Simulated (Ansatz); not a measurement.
ZnNH4OCl: several calculations on one system

Part 1: Relaxation

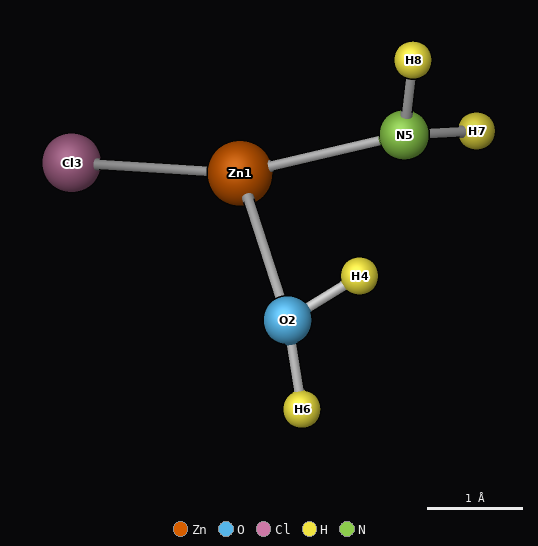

Starting structure of ZnNH4OCl (started from a transition state, displaced along its imaginary mode). A ball-and-stick model, seen at a tilt.

Theory: RKS PBE0-D4/def2-TZVP (Ansatz).

Input
```yaml
crystal:
  periodic: [false, false, false]
  atoms:
    - {symbol: Zn, position_ang: [-0.862373, -0.485730, -0.455468]}
    - {symbol: O, position_ang: [1.262436, -0.653370, -0.315583]}
    - {symbol: Cl, position_ang: [-2.121423, -1.562653, -1.788145]}
    - {symbol: H, position_ang: [1.084403, 0.055969, 0.191942]}
    - {symbol: N, position_ang: [-0.298662, 0.774632, 0.846005]}
    - {symbol: H, position_ang: [1.946958, -0.462258, -0.960840]}
    - {symbol: H, position_ang: [-0.491743, 1.747629, 0.669792]}
    - {symbol: H, position_ang: [-0.519595, 0.585781, 1.812397]}
basis:
  gaussian: {orbitals: def2-TZVP}
hamiltonian: {xc: pbe0, dispersion: d4}
relax: {f_tol: 0.005, max_steps: 200}
```

Run as
```bash
ansatz run in.yaml --threads 8 --pin off --events-out ev --progress --plain --max-ram 19148MiB
```

Question: Predict the outcome.

Answer: After 13 geometry steps the energy has fallen by 0.456 eV. The largest force component goes from 5.5 to 0.0045 eV/Å. The atom that moves furthest after the best rigid fit is H7 (0.37 Å). By element the largest moves are H 0.37 Å, Cl 0.23 Å, N 0.17 Å, Zn 0.15 Å, O 0.14 Å. Near-neighbour distances that change, for instance: Zn1–O2 2.136 → 2.224 Å, O2–H4 0.890 → 0.978 Å, Zn1–N5 1.897 → 1.871 Å, Zn1–Cl3 2.126 → 2.117 Å. Bond angles that change, for instance: O2–Zn1–Cl3 126.2° → 111.1°, O2–Zn1–N5 73.2° → 81.8°, Zn1–O2–H4 77.0° → 84.0°. Groups turn about Zn1–N5 by about 20°. The run took 20 s on 8 threads of Arm Neoverse V2, with other jobs on the host.

The structure at the end:

```xyz
8

Zn   -0.8936   -0.3656   -0.3642
O     1.2912   -0.7804   -0.3694
Cl   -1.8925   -1.5286   -1.8246
H     1.3487    0.0604    0.1263
N    -0.3748    0.9137    0.8986
H     1.8741   -0.7394   -1.1314
H    -0.8310    1.8128    0.8050
H    -0.5220    0.6271    1.8598
```

The end point in the same view:

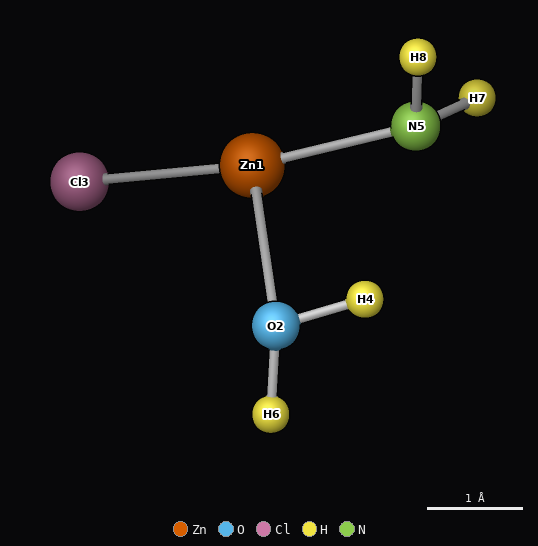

Part 2: Relaxation

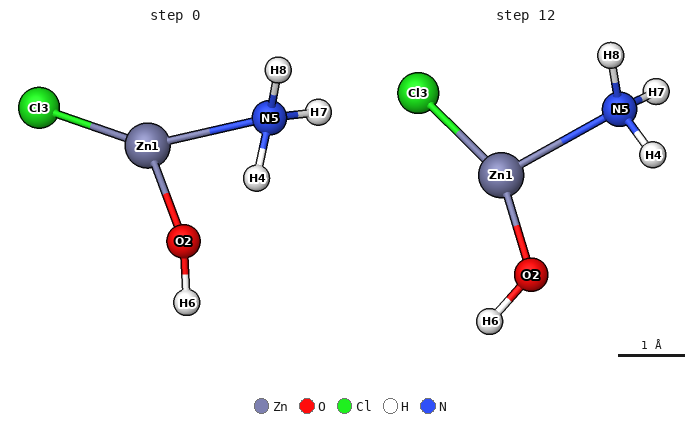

The structure of ZnNH4OCl (started from a transition state, displaced along its imaginary mode) before (left) and after (right) a relaxation, at one scale.

Style: ball-and-stick. Shown at a tilt.

Method: Ansatz, RKS PBE0-D4/def2-TZVP. Set-up: force threshold 0.005 eV/Å; at most 200 steps.

Q: Describe what moved and what it gained.

A: The energy falls by 15.7 kcal/mol in 12 geometry steps. The largest force component goes from 3.2 to 0.00078 eV/Å. The largest move after the best rigid fit is that of H4, 0.81 Å. By element the largest moves are H 0.81 Å, O 0.52 Å, Cl 0.52 Å, Zn 0.48 Å, N 0.14 Å. Some distances before and after: O2–H4 1.477 → 2.616 Å, Zn1–N5 2.030 → 2.133 Å, Zn1–O2 1.917 → 1.815 Å, Zn1–Cl3 2.119 → 2.140 Å. Bond angles that change, for instance: Cl3–Zn1–N5 148.3° → 110.9°, Zn1–N5–H4 75.3° → 103.1°, O2–Zn1–N5 72.6° → 93.8°. Groups turn about Zn1–O2 by about 55°.

Part 3: Reaction

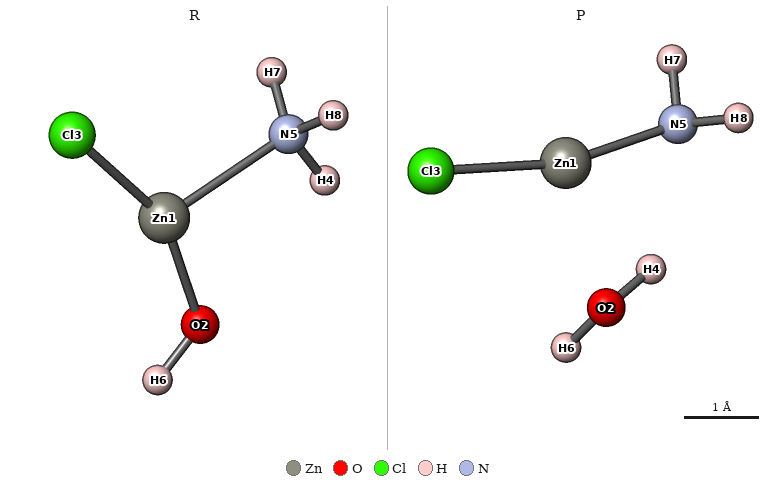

Reactant (R) and product (P) of one elementary step of ZnNH4OCl. A ball-and-stick model, seen at a tilt.

Stationary points at PBE0-D4/def2-TZVP, single-point energies with CCSD(T)/CBS, BHLYP-D4, SPW92 (LDA), RPA@PBE, B2PLYP (frozen core, B3LYP-D4 (def2-TZVPP where no basis is named; Ansatz 0.2.0). The energies are electronic, without zero-point or thermal terms, and both ends are the minima reached downhill from the saddle, with any fragments still in contact. CCSD(T)/CBS stands for a frozen core with 3s3p of Cu, Zn: MP2 correlation extrapolated from def2-TZVPP and def2-QZVPP, CCSD(T) minus MP2 from the smaller set.

**What is the transition state like, and how high is the barrier?**

Counted by bonded pieces, R holds ZnH₄NClO and P holds H₂O + ZnH₂NCl. From R over the saddle to P, a bond forms: O2–H4 (2.62 → 1.18 → 0.98 Å). Bonds break: Zn1–O2 (1.81 → 2.03 → 2.22 Å), H4–N5 (1.02 → 1.35 → 2.07 Å). Bonds that stay but change much: Zn1–N5 (2.13 → 1.96 → 1.87 Å). The saddle has one imaginary mode, 1011i cm⁻¹. With CCSD(T)/CBS the barrier is 21.4 kcal/mol from R and 6.3 kcal/mol from P, and P lies 15.1 kcal/mol above R.

```csv
level,barrier from R (kcal/mol),barrier from P (kcal/mol),P less R (kcal/mol)
CCSD(T)/CBS,21.4,6.3,15.1
BHLYP-D4,22.5,7.1,15.4
SPW92 (LDA),12.1,0.1,12.0
RPA@PBE,20.6,6.4,14.2
B2PLYP (frozen core,20.7,6.1,14.6
B3LYP-D4,20.4,6.0,14.4
```

Against CCSD(T)/CBS, B2PLYP (frozen core comes closest on the barrier from R (−0.7 kcal/mol) and SPW92 (LDA) misses most (−9.3 kcal/mol).

The saddle point in the same view, with dashed sticks for the bonds that form or break:

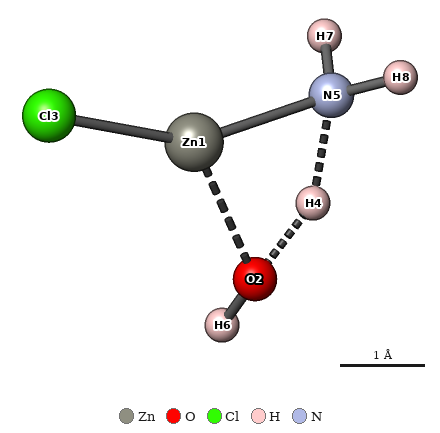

Part 4: Path

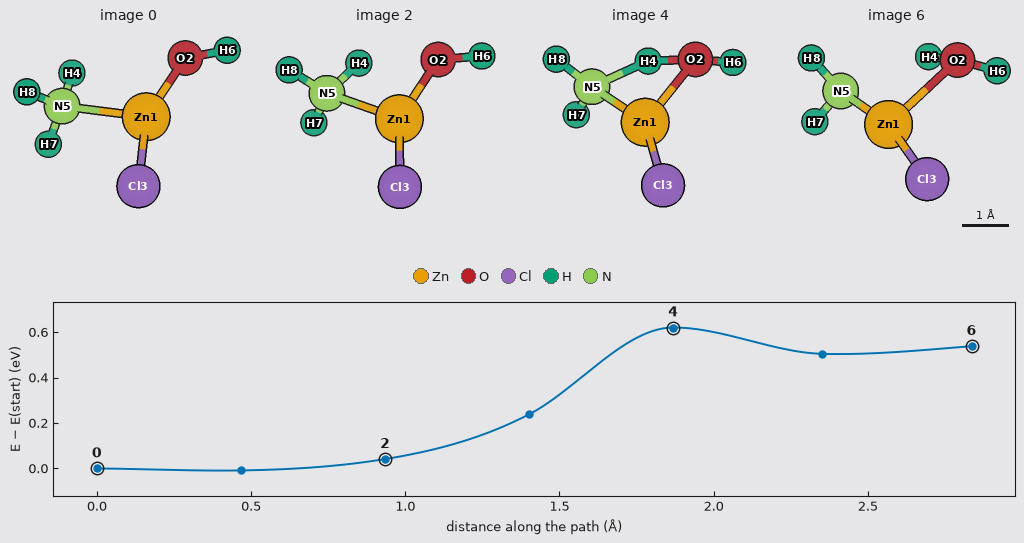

A nudged-elastic-band calculation for ZnNH4OCl. Images are numbered from 0 (start) to 6 (end). The picture is a ball-and-stick view, seen from a free direction.

All numbers below come from RKS PBE0-D4/def2-SVP (Ansatz 0.2.0). Run with 5 movable images; climbing image.

> Read off the barrier and say what moves.

A hydrogen atom shifts from one atom to another. Breaking: H4–N5 (1.02 → 1.36 at the top → 2.07 Å). Forming: O2–H4 (2.62 → 1.17 at the top → 0.98 Å). Relative to the start the highest point is image 4 at +0.62 eV and the end lies at +0.54 eV, but the profile dips to +0.50 eV at image 5 on the way, so an end point isn't at the bottom of its valley along this path. The band converged in 9 iterations. The largest component of the band force went from 4.3 to 0.047 eV/Å. The climbing image converged on the top of the path. Its curvatures weren't checked. The largest force component is 0.30 eV/Å at the start and 0.30 eV/Å at the end; an end with forces this large is no minimum, and the barrier measured from it can be far off.

Cost: 51 s on 8 threads of Arm Neoverse V2 (shared host).
